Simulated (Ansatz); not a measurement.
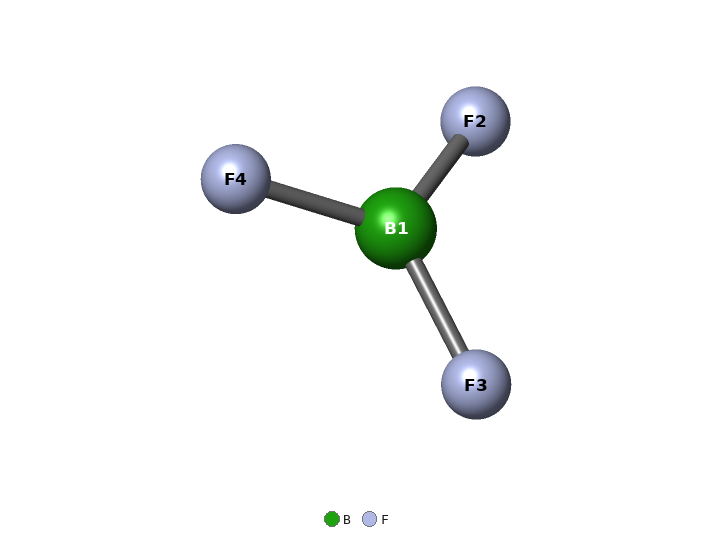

Sticks follow a distance rule. Harmonic vibrations computed with RKS PBE0-D4/def2-TZVP (Ansatz 0.2.0) at a stationary point of the same level.

Question: Is this a minimum or a saddle point?

Answer: A minimum: no imaginary frequency, and the lowest mode lies at 475 cm⁻¹.

Question: List the wavenumbers.

Answer: 6 modes: 475, 475, 690, 897, 1487, 1487 cm⁻¹.
